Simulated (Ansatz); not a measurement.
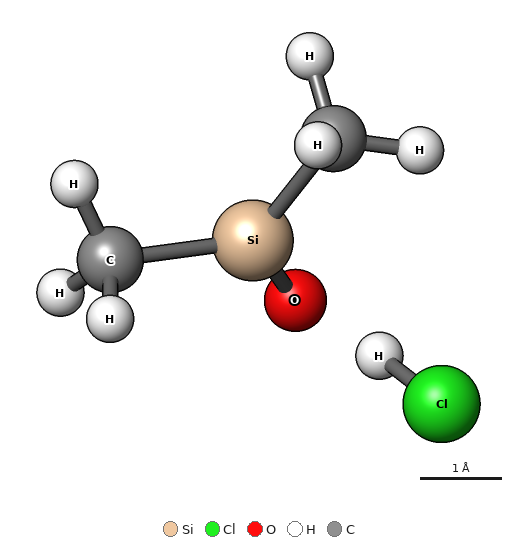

The starting structure (ball-and-stick view, seen at a tilt). Bond lengths as drawn: Cl–H 1.48 Å, C–H 1.10 to 1.11 Å, C–Si 1.87 Å and O–Si 1.58 Å.

## Molecular dynamics, with input and output: C₂H₇ClOSi (part 1 of 5)

- system: C₂H₇ClOSi
- method: RKS PBE-D4/6-31G* (Ansatz 0.2.0)

It belongs to a series of runs on one base structure; here: dynamics from the highest image of the converged band.

Log:
```
Engine: ansatz 0.2.0, aarch64-unknown-linux-gnu
Functional definition: PBE
  parameter kappa = 0.804
  parameter beta = 0.06672455060314922
  exchange = pbe_x(kappa = kappa, mu = beta*pi^2/3)
  correlation = pbe_c(beta = beta)
1214 factors; their error is unknown
mean field evaluation 1: about -24605.9556 eV, gradient 8.5e1 eV
mean field evaluation 2: about -24540.8293 eV, gradient 1.7e2 eV
mean field evaluation 4: about -24620.7899 eV, gradient 8.0e0 eV
mean field evaluation 8: about -24620.9854 eV, gradient 3.4e-1 eV
mean field evaluation 16: about -24620.9067 eV, gradient 3.9e-4 eV
mean field -24620.90672270 eV, -904.8016334092 hartree, gradient 1.4e-5 eV, S^2 0.000000; 0 other end points of the search recorded, 0 dependent functions left out
the calculation of the forces begins
reference -24620.90675397 eV, -904.8016345583 hartree; 29, 29 occupied and 68, 68 virtual orbitals, 1214 factors
md step     0: t =     0.00 fs  T =   100.0 K  F+E_penalty+E_count = -24621.17777622 eV  E_kin = 0.129260 eV  conserved = -24621.04851622 eV  (28 SCF iters)
these checks for a lower state are left out or cut short: starts, cluster_reference, orbital_swaps, neighbouring_geometries, increment
1214 factors; their error is unknown
mean field -24620.90443173 eV, -904.8015492178 hartree, gradient 2.3e-5 eV, S^2 0.000000; 0 other end points of the search recorded, 0 dependent functions left out
the calculation of the forces begins
reference -24620.90446302 eV, -904.8015503674 hartree; 29, 29 occupied and 68, 68 virtual orbitals, 1214 factors
md step     1: t =     0.50 fs  T =    98.2 K  F+E_penalty+E_count = -24621.17543333 eV  E_kin = 0.126950 eV  conserved = -24621.04848302 eV  (31 SCF iters)
[... from here on the SCF iterations and repeated set-up lines of each step are left out, up to the last step ...]
md step     2: t =     1.00 fs  T =    93.2 K  F+E_penalty+E_count = -24621.16886691 eV  E_kin = 0.120463 eV  conserved = -24621.04840418 eV  (30 SCF iters)
md step     3: t =     1.50 fs  T =    85.9 K  F+E_penalty+E_count = -24621.15929957 eV  E_kin = 0.110996 eV  conserved = -24621.04830310 eV  (31 SCF iters)
md step     4: t =     2.00 fs  T =    77.4 K  F+E_penalty+E_count = -24621.14831250 eV  E_kin = 0.100106 eV  conserved = -24621.04820672 eV  (30 SCF iters)
md step     5: t =     2.50 fs  T =    69.1 K  F+E_penalty+E_count = -24621.13742553 eV  E_kin = 0.089289 eV  conserved = -24621.04813666 eV  (30 SCF iters)
md step     6: t =     3.00 fs  T =    61.6 K  F+E_penalty+E_count = -24621.12774658 eV  E_kin = 0.079640 eV  conserved = -24621.04810608 eV  (30 SCF iters)
md step     7: t =     3.50 fs  T =    55.4 K  F+E_penalty+E_count = -24621.11976849 eV  E_kin = 0.071653 eV  conserved = -24621.04811524 eV  (31 SCF iters)
md step     8: t =     4.00 fs  T =    50.4 K  F+E_penalty+E_count = -24621.11335998 eV  E_kin = 0.065206 eV  conserved = -24621.04815365 eV  (30 SCF iters)
md step     9: t =     4.50 fs  T =    46.2 K  F+E_penalty+E_count = -24621.10793282 eV  E_kin = 0.059730 eV  conserved = -24621.04820245 eV  (31 SCF iters)
md step    10: t =     5.00 fs  T =    42.2 K  F+E_penalty+E_count = -24621.10273655 eV  E_kin = 0.054496 eV  conserved = -24621.04824035 eV  (30 SCF iters)
md step    11: t =     5.50 fs  T =    37.9 K  F+E_penalty+E_count = -24621.09719701 eV  E_kin = 0.048948 eV  conserved = -24621.04824901 eV  (30 SCF iters)
md step    12: t =     6.00 fs  T =    33.3 K  F+E_penalty+E_count = -24621.09120667 eV  E_kin = 0.042988 eV  conserved = -24621.04821839 eV  (31 SCF iters)
md step    13: t =     6.50 fs  T =    28.7 K  F+E_penalty+E_count = -24621.08527343 eV  E_kin = 0.037121 eV  conserved = -24621.04815246 eV  (31 SCF iters)
md step    14: t =     7.00 fs  T =    25.1 K  F+E_penalty+E_count = -24621.08045083 eV  E_kin = 0.032380 eV  conserved = -24621.04807040 eV  (32 SCF iters)
md step    15: t =     7.50 fs  T =    23.2 K  F+E_penalty+E_count = -24621.07803231 eV  E_kin = 0.030030 eV  conserved = -24621.04800211 eV  (25 SCF iters)
md step    16: t =     8.00 fs  T =    24.1 K  F+E_penalty+E_count = -24621.07908375 eV  E_kin = 0.031106 eV  conserved = -24621.04797739 eV  (25 SCF iters)
md step    17: t =     8.50 fs  T =    27.8 K  F+E_penalty+E_count = -24621.08398389 eV  E_kin = 0.035971 eV  conserved = -24621.04801262 eV  (23 SCF iters)
md step    18: t =     9.00 fs  T =    34.1 K  F+E_penalty+E_count = -24621.09217451 eV  E_kin = 0.044072 eV  conserved = -24621.04810223 eV  (29 SCF iters)
md step    19: t =     9.50 fs  T =    41.8 K  F+E_penalty+E_count = -24621.10224753 eV  E_kin = 0.054027 eV  conserved = -24621.04822042 eV  (30 SCF iters)
md step    20: t =    10.00 fs  T =    49.5 K  F+E_penalty+E_count = -24621.11234337 eV  E_kin = 0.064011 eV  conserved = -24621.04833243 eV  (31 SCF iters)
md step    21: t =    10.50 fs  T =    55.9 K  F+E_penalty+E_count = -24621.12069317 eV  E_kin = 0.072286 eV  conserved = -24621.04840711 eV  (30 SCF iters)
md step    22: t =    11.00 fs  T =    60.1 K  F+E_penalty+E_count = -24621.12609804 eV  E_kin = 0.077669 eV  conserved = -24621.04842926 eV  (30 SCF iters)
md step    23: t =    11.50 fs  T =    61.7 K  F+E_penalty+E_count = -24621.12818071 eV  E_kin = 0.079781 eV  conserved = -24621.04840006 eV  (30 SCF iters)
md step    24: t =    12.00 fs  T =    61.1 K  F+E_penalty+E_count = -24621.12736922 eV  E_kin = 0.079033 eV  conserved = -24621.04833590 eV  (31 SCF iters)
md step    25: t =    12.50 fs  T =    59.1 K  F+E_penalty+E_count = -24621.12465079 eV  E_kin = 0.076391 eV  conserved = -24621.04826007 eV  (30 SCF iters)
md step    26: t =    13.00 fs  T =    56.5 K  F+E_penalty+E_count = -24621.12120564 eV  E_kin = 0.073009 eV  conserved = -24621.04819615 eV  (30 SCF iters)
md step    27: t =    13.50 fs  T =    54.1 K  F+E_penalty+E_count = -24621.11803575 eV  E_kin = 0.069875 eV  conserved = -24621.04816096 eV  (31 SCF iters)
md step    28: t =    14.00 fs  T =    52.2 K  F+E_penalty+E_count = -24621.11569453 eV  E_kin = 0.067533 eV  conserved = -24621.04816132 eV  (30 SCF iters)
md step    29: t =    14.50 fs  T =    51.0 K  F+E_penalty+E_count = -24621.11417918 eV  E_kin = 0.065987 eV  conserved = -24621.04819240 eV  (30 SCF iters)
md step    30: t =    15.00 fs  T =    50.1 K  F+E_penalty+E_count = -24621.11300412 eV  E_kin = 0.064764 eV  conserved = -24621.04824049 eV  (30 SCF iters)
md step    31: t =    15.50 fs  T =    48.8 K  F+E_penalty+E_count = -24621.11142134 eV  E_kin = 0.063135 eV  conserved = -24621.04828603 eV  (31 SCF iters)
md step    32: t =    16.00 fs  T =    46.7 K  F+E_penalty+E_count = -24621.10872772 eV  E_kin = 0.060418 eV  conserved = -24621.04830958 eV  (30 SCF iters)
md step    33: t =    16.50 fs  T =    43.5 K  F+E_penalty+E_count = -24621.10457450 eV  E_kin = 0.056278 eV  conserved = -24621.04829658 eV  (30 SCF iters)
md step    34: t =    17.00 fs  T =    39.4 K  F+E_penalty+E_count = -24621.09919310 eV  E_kin = 0.050950 eV  conserved = -24621.04824262 eV  (30 SCF iters)
md step    35: t =    17.50 fs  T =    35.0 K  F+E_penalty+E_count = -24621.09345459 eV  E_kin = 0.045297 eV  conserved = -24621.04815787 eV  (30 SCF iters)
md step    36: t =    18.00 fs  T =    31.4 K  F+E_penalty+E_count = -24621.08870563 eV  E_kin = 0.040640 eV  conserved = -24621.04806586 eV  (30 SCF iters)
md step    37: t =    18.50 fs  T =    29.7 K  F+E_penalty+E_count = -24621.08639440 eV  E_kin = 0.038397 eV  conserved = -24621.04799754 eV  (31 SCF iters)
md step    38: t =    19.00 fs  T =    30.6 K  F+E_penalty+E_count = -24621.08758889 eV  E_kin = 0.039610 eV  conserved = -24621.04797935 eV  (28 SCF iters)
md step    39: t =    19.50 fs  T =    34.5 K  F+E_penalty+E_count = -24621.09257035 eV  E_kin = 0.044549 eV  conserved = -24621.04802115 eV  (30 SCF iters)
md step    40: t =    20.00 fs  T =    40.7 K  F+E_penalty+E_count = -24621.10068299 eV  E_kin = 0.052572 eV  conserved = -24621.04811105 eV  (30 SCF iters)
md step    41: t =    20.50 fs  T =    48.2 K  F+E_penalty+E_count = -24621.11051890 eV  E_kin = 0.062299 eV  conserved = -24621.04822012 eV  (30 SCF iters)
md step    42: t =    21.00 fs  T =    55.7 K  F+E_penalty+E_count = -24621.12036463 eV  E_kin = 0.072050 eV  conserved = -24621.04831490 eV  (30 SCF iters)
md step    43: t =    21.50 fs  T =    62.2 K  F+E_penalty+E_count = -24621.12872173 eV  E_kin = 0.080352 eV  conserved = -24621.04836996 eV  (30 SCF iters)
md step    44: t =    22.00 fs  T =    66.8 K  F+E_penalty+E_count = -24621.13470403 eV  E_kin = 0.086328 eV  conserved = -24621.04837610 eV  (30 SCF iters)
md step    45: t =    22.50 fs  T =    69.5 K  F+E_penalty+E_count = -24621.13818784 eV  E_kin = 0.089847 eV  conserved = -24621.04834090 eV  (30 SCF iters)
md step    46: t =    23.00 fs  T =    70.7 K  F+E_penalty+E_count = -24621.13970108 eV  E_kin = 0.091417 eV  conserved = -24621.04828371 eV  (30 SCF iters)
md step    47: t =    23.50 fs  T =    71.1 K  F+E_penalty+E_count = -24621.14012517 eV  E_kin = 0.091897 eV  conserved = -24621.04822808 eV  (30 SCF iters)
md step    48: t =    24.00 fs  T =    71.3 K  F+E_penalty+E_count = -24621.14032678 eV  E_kin = 0.092133 eV  conserved = -24621.04819360 eV  (30 SCF iters)
md step    49: t =    24.50 fs  T =    71.7 K  F+E_penalty+E_count = -24621.14084278 eV  E_kin = 0.092651 eV  conserved = -24621.04819214 eV  (30 SCF iters)
md step    50: t =    25.00 fs  T =    72.3 K  F+E_penalty+E_count = -24621.14170059 eV  E_kin = 0.093478 eV  conserved = -24621.04822287 eV  (30 SCF iters)
md step    51: t =    25.50 fs  T =    72.8 K  F+E_penalty+E_count = -24621.14242149 eV  E_kin = 0.094146 eV  conserved = -24621.04827536 eV  (30 SCF iters)
md step    52: t =    26.00 fs  T =    72.6 K  F+E_penalty+E_count = -24621.14218495 eV  E_kin = 0.093853 eV  conserved = -24621.04833218 eV  (31 SCF iters)
md step    53: t =    26.50 fs  T =    71.0 K  F+E_penalty+E_count = -24621.14010487 eV  E_kin = 0.091731 eV  conserved = -24621.04837364 eV  (31 SCF iters)
md step    54: t =    27.00 fs  T =    67.4 K  F+E_penalty+E_count = -24621.13554245 eV  E_kin = 0.087160 eV  conserved = -24621.04838266 eV  (30 SCF iters)
md step    55: t =    27.50 fs  T =    61.9 K  F+E_penalty+E_count = -24621.12837540 eV  E_kin = 0.080026 eV  conserved = -24621.04834936 eV  (31 SCF iters)
md step    56: t =    28.00 fs  T =    54.8 K  F+E_penalty+E_count = -24621.11914598 eV  E_kin = 0.070870 eV  conserved = -24621.04827637 eV  (31 SCF iters)
md step    57: t =    28.50 fs  T =    47.1 K  F+E_penalty+E_count = -24621.10901869 eV  E_kin = 0.060839 eV  conserved = -24621.04817921 eV  (31 SCF iters)
md step    58: t =    29.00 fs  T =    39.8 K  F+E_penalty+E_count = -24621.09952780 eV  E_kin = 0.051443 eV  conserved = -24621.04808447 eV  (30 SCF iters)
md step    59: t =    29.50 fs  T =    34.1 K  F+E_penalty+E_count = -24621.09216041 eV  E_kin = 0.044140 eV  conserved = -24621.04802082 eV  (31 SCF iters)
md step    60: t =    30.00 fs  T =    30.9 K  F+E_penalty+E_count = -24621.08791209 eV  E_kin = 0.039905 eV  conserved = -24621.04800741 eV  (31 SCF iters)
md step    61: t =    30.50 fs  T =    30.1 K  F+E_penalty+E_count = -24621.08699264 eV  E_kin = 0.038947 eV  conserved = -24621.04804526 eV  (31 SCF iters)
md step    62: t =    31.00 fs  T =    31.5 K  F+E_penalty+E_count = -24621.08881250 eV  E_kin = 0.040696 eV  conserved = -24621.04811610 eV  (30 SCF iters)
md step    63: t =    31.50 fs  T =    34.1 K  F+E_penalty+E_count = -24621.09225920 eV  E_kin = 0.044067 eV  conserved = -24621.04819221 eV  (31 SCF iters)
md step    64: t =    32.00 fs  T =    37.0 K  F+E_penalty+E_count = -24621.09613340 eV  E_kin = 0.047887 eV  conserved = -24621.04824656 eV  (31 SCF iters)
md step    65: t =    32.50 fs  T =    39.7 K  F+E_penalty+E_count = -24621.09956676 eV  E_kin = 0.051303 eV  conserved = -24621.04826369 eV  (31 SCF iters)
md step    66: t =    33.00 fs  T =    41.8 K  F+E_penalty+E_count = -24621.10226691 eV  E_kin = 0.054024 eV  conserved = -24621.04824324 eV  (30 SCF iters)
md step    67: t =    33.50 fs  T =    43.6 K  F+E_penalty+E_count = -24621.10452993 eV  E_kin = 0.056332 eV  conserved = -24621.04819785 eV  (31 SCF iters)
md step    68: t =    34.00 fs  T =    45.6 K  F+E_penalty+E_count = -24621.10704919 eV  E_kin = 0.058902 eV  conserved = -24621.04814710 eV  (31 SCF iters)
md step    69: t =    34.50 fs  T =    48.4 K  F+E_penalty+E_count = -24621.11060958 eV  E_kin = 0.062498 eV  conserved = -24621.04811120 eV  (31 SCF iters)
md step    70: t =    35.00 fs  T =    52.4 K  F+E_penalty+E_count = -24621.11577227 eV  E_kin = 0.067668 eV  conserved = -24621.04810431 eV  (31 SCF iters)
md step    71: t =    35.50 fs  T =    57.6 K  F+E_penalty+E_count = -24621.12264787 eV  E_kin = 0.074516 eV  conserved = -24621.04813168 eV  (31 SCF iters)
md step    72: t =    36.00 fs  T =    63.9 K  F+E_penalty+E_count = -24621.13081441 eV  E_kin = 0.082626 eV  conserved = -24621.04818806 eV  (31 SCF iters)
md step    73: t =    36.50 fs  T =    70.5 K  F+E_penalty+E_count = -24621.13939639 eV  E_kin = 0.091136 eV  conserved = -24621.04826047 eV  (31 SCF iters)
md step    74: t =    37.00 fs  T =    76.5 K  F+E_penalty+E_count = -24621.14727192 eV  E_kin = 0.098941 eV  conserved = -24621.04833139 eV  (31 SCF iters)
md step    75: t =    37.50 fs  T =    81.2 K  F+E_penalty+E_count = -24621.15335142 eV  E_kin = 0.104968 eV  conserved = -24621.04838306 eV  (31 SCF iters)
md step    76: t =    38.00 fs  T =    83.9 K  F+E_penalty+E_count = -24621.15685780 eV  E_kin = 0.108455 eV  conserved = -24621.04840230 eV  (31 SCF iters)
md step    77: t =    38.50 fs  T =    84.4 K  F+E_penalty+E_count = -24621.15753639 eV  E_kin = 0.109153 eV  conserved = -24621.04838358 eV  (31 SCF iters)
md step    78: t =    39.00 fs  T =    83.1 K  F+E_penalty+E_count = -24621.15573583 eV  E_kin = 0.107404 eV  conserved = -24621.04833194 eV  (30 SCF iters)
md step    79: t =    39.50 fs  T =    80.5 K  F+E_penalty+E_count = -24621.15231928 eV  E_kin = 0.104055 eV  conserved = -24621.04826398 eV  (31 SCF iters)
md step    80: t =    40.00 fs  T =    77.5 K  F+E_penalty+E_count = -24621.14840791 eV  E_kin = 0.100206 eV  conserved = -24621.04820152 eV  (31 SCF iters)
md step    81: t =    40.50 fs  T =    74.9 K  F+E_penalty+E_count = -24621.14503391 eV  E_kin = 0.096869 eV  conserved = -24621.04816472 eV  (30 SCF iters)
md step    82: t =    41.00 fs  T =    73.2 K  F+E_penalty+E_count = -24621.14282669 eV  E_kin = 0.094664 eV  conserved = -24621.04816293 eV  (31 SCF iters)
md step    83: t =    41.50 fs  T =    72.5 K  F+E_penalty+E_count = -24621.14186834 eV  E_kin = 0.093678 eV  conserved = -24621.04818998 eV  (31 SCF iters)
md step    84: t =    42.00 fs  T =    72.4 K  F+E_penalty+E_count = -24621.14178314 eV  E_kin = 0.093555 eV  conserved = -24621.04822795 eV  (31 SCF iters)
md step    85: t =    42.50 fs  T =    72.5 K  F+E_penalty+E_count = -24621.14201041 eV  E_kin = 0.093754 eV  conserved = -24621.04825603 eV  (31 SCF iters)
md step    86: t =    43.00 fs  T =    72.6 K  F+E_penalty+E_count = -24621.14212454 eV  E_kin = 0.093864 eV  conserved = -24621.04826049 eV  (31 SCF iters)
md step    87: t =    43.50 fs  T =    72.6 K  F+E_penalty+E_count = -24621.14205387 eV  E_kin = 0.093814 eV  conserved = -24621.04823944 eV  (31 SCF iters)
md step    88: t =    44.00 fs  T =    72.7 K  F+E_penalty+E_count = -24621.14211703 eV  E_kin = 0.093915 eV  conserved = -24621.04820236 eV  (31 SCF iters)
md step    89: t =    44.50 fs  T =    73.3 K  F+E_penalty+E_count = -24621.14288364 eV  E_kin = 0.094719 eV  conserved = -24621.04816506 eV  (31 SCF iters)
md step    90: t =    45.00 fs  T =    74.9 K  F+E_penalty+E_count = -24621.14493374 eV  E_kin = 0.096790 eV  conserved = -24621.04814327 eV  (30 SCF iters)
md step    91: t =    45.50 fs  T =    77.7 K  F+E_penalty+E_count = -24621.14861266 eV  E_kin = 0.100466 eV  conserved = -24621.04814691 eV  (31 SCF iters)
md step    92: t =    46.00 fs  T =    81.8 K  F+E_penalty+E_count = -24621.15386539 eV  E_kin = 0.105687 eV  conserved = -24621.04817846 eV  (31 SCF iters)
md step    93: t =    46.50 fs  T =    86.6 K  F+E_penalty+E_count = -24621.16019476 eV  E_kin = 0.111963 eV  conserved = -24621.04823199 eV  (30 SCF iters)
md step    94: t =    47.00 fs  T =    91.6 K  F+E_penalty+E_count = -24621.16675427 eV  E_kin = 0.118459 eV  conserved = -24621.04829484 eV  (30 SCF iters)
md step    95: t =    47.50 fs  T =    96.1 K  F+E_penalty+E_count = -24621.17254885 eV  E_kin = 0.124198 eV  conserved = -24621.04835083 eV  (31 SCF iters)
md step    96: t =    48.00 fs  T =    99.3 K  F+E_penalty+E_count = -24621.17669320 eV  E_kin = 0.128309 eV  conserved = -24621.04838393 eV  (31 SCF iters)
md step    97: t =    48.50 fs  T =   100.8 K  F+E_penalty+E_count = -24621.17866727 eV  E_kin = 0.130285 eV  conserved = -24621.04838246 eV  (31 SCF iters)
md step    98: t =    49.00 fs  T =   100.7 K  F+E_penalty+E_count = -24621.17850606 eV  E_kin = 0.130165 eV  conserved = -24621.04834139 eV  (30 SCF iters)
md step    99: t =    49.50 fs  T =    99.5 K  F+E_penalty+E_count = -24621.17687298 eV  E_kin = 0.128607 eV  conserved = -24621.04826616 eV  (31 SCF iters)
md step   100: t =    50.00 fs  T =    98.1 K  F+E_penalty+E_count = -24621.17497090 eV  E_kin = 0.126799 eV  conserved = -24621.04817238 eV  (31 SCF iters)
md step   101: t =    50.50 fs  T =    97.6 K  F+E_penalty+E_count = -24621.17428512 eV  E_kin = 0.126200 eV  conserved = -24621.04808494 eV  (31 SCF iters)
md step   102: t =    51.00 fs  T =    99.2 K  F+E_penalty+E_count = -24621.17619564 eV  E_kin = 0.128166 eV  conserved = -24621.04802933 eV  (31 SCF iters)
md step   103: t =    51.50 fs  T =   103.3 K  F+E_penalty+E_count = -24621.18157365 eV  E_kin = 0.133549 eV  conserved = -24621.04802420 eV  (31 SCF iters)
md step   104: t =    52.00 fs  T =   110.2 K  F+E_penalty+E_count = -24621.19049945 eV  E_kin = 0.142427 eV  conserved = -24621.04807241 eV  (31 SCF iters)
md step   105: t =    52.50 fs  T =   119.2 K  F+E_penalty+E_count = -24621.20221979 eV  E_kin = 0.154059 eV  conserved = -24621.04816048 eV  (31 SCF iters)
md step   106: t =    53.00 fs  T =   129.3 K  F+E_penalty+E_count = -24621.21535961 eV  E_kin = 0.167095 eV  conserved = -24621.04826423 eV  (31 SCF iters)
md step   107: t =    53.50 fs  T =   139.2 K  F+E_penalty+E_count = -24621.22830162 eV  E_kin = 0.179943 eV  conserved = -24621.04835825 eV  (31 SCF iters)
md step   108: t =    54.00 fs  T =   147.9 K  F+E_penalty+E_count = -24621.23959261 eV  E_kin = 0.191170 eV  conserved = -24621.04842244 eV  (31 SCF iters)
md step   109: t =    54.50 fs  T =   154.6 K  F+E_penalty+E_count = -24621.24826381 eV  E_kin = 0.199818 eV  conserved = -24621.04844551 eV  (31 SCF iters)
md step   110: t =    55.00 fs  T =   159.1 K  F+E_penalty+E_count = -24621.25401385 eV  E_kin = 0.205590 eV  conserved = -24621.04842411 eV  (31 SCF iters)
md step   111: t =    55.50 fs  T =   161.6 K  F+E_penalty+E_count = -24621.25726050 eV  E_kin = 0.208899 eV  conserved = -24621.04836136 eV  (31 SCF iters)
md step   112: t =    56.00 fs  T =   163.1 K  F+E_penalty+E_count = -24621.25907762 eV  E_kin = 0.210810 eV  conserved = -24621.04826757 eV  (31 SCF iters)
md step   113: t =    56.50 fs  T =   164.7 K  F+E_penalty+E_count = -24621.26100788 eV  E_kin = 0.212844 eV  conserved = -24621.04816352 eV  (31 SCF iters)
md step   114: t =    57.00 fs  T =   167.6 K  F+E_penalty+E_count = -24621.26472057 eV  E_kin = 0.216641 eV  conserved = -24621.04807956 eV  (31 SCF iters)
md step   115: t =    57.50 fs  T =   172.9 K  F+E_penalty+E_count = -24621.27153236 eV  E_kin = 0.223484 eV  conserved = -24621.04804849 eV  (31 SCF iters)
md step   116: t =    58.00 fs  T =   180.9 K  F+E_penalty+E_count = -24621.28191554 eV  E_kin = 0.233826 eV  conserved = -24621.04808916 eV  (31 SCF iters)
md step   117: t =    58.50 fs  T =   191.1 K  F+E_penalty+E_count = -24621.29522756 eV  E_kin = 0.247035 eV  conserved = -24621.04819294 eV  (31 SCF iters)
md step   118: t =    59.00 fs  T =   202.3 K  F+E_penalty+E_count = -24621.30985932 eV  E_kin = 0.261536 eV  conserved = -24621.04832311 eV  (30 SCF iters)
md step   119: t =    59.50 fs  T =   213.0 K  F+E_penalty+E_count = -24621.32380140 eV  E_kin = 0.275371 eV  conserved = -24621.04843077 eV  (31 SCF iters)
md step   120: t =    60.00 fs  T =   222.0 K  F+E_penalty+E_count = -24621.33538848 eV  E_kin = 0.286911 eV  conserved = -24621.04847775 eV  (31 SCF iters)
```
